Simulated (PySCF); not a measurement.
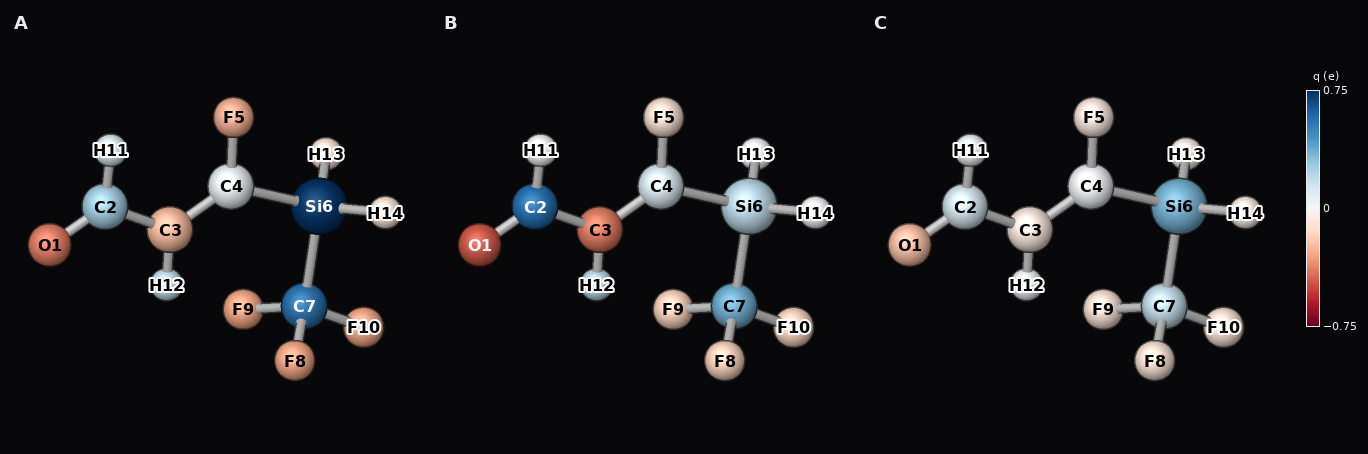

Atomic charges of one calculation by 3 schemes, on one colour scale. The computed structure is the end point of a GFN2-xTB optimisation. No frequency run is at hand to confirm it as a minimum. Method: PBE0/pcSseg-1 (PySCF 2.14.0).

### The schemes are ESP-fitted, Hirshfeld, IAO. Which panel shows which?

A IAO, B ESP-fitted, C Hirshfeld.

List the charges (e), one line for each set of equivalent atoms. Atoms whose distances differ by more than 0.02 Å in this geometry are listed apart.

```tsv
atom	IAO	ESP-fitted	Hirshfeld
O1	−0.38	−0.46	−0.22
C2	0.25	0.57	0.12
C3	−0.23	−0.39	−0.07
C4	0.05	0.10	0.02
F5	−0.26	−0.10	−0.07
Si6	0.74	0.19	0.35
C7	0.56	0.36	0.17
F8	−0.28	−0.16	−0.10
F9	−0.28	−0.16	−0.10
F10	−0.28	−0.15	−0.10
H11	0.11	−0.02	0.04
H12	0.19	0.21	0.05
H13	−0.09	0.01	−0.05
H14	−0.09	0.01	−0.05
```

The geometry is semi-empirical. Around Si such bond lengths and angles can be off by a tenth of an ångström or more and by several degrees, and values that hang on the shape move with them.
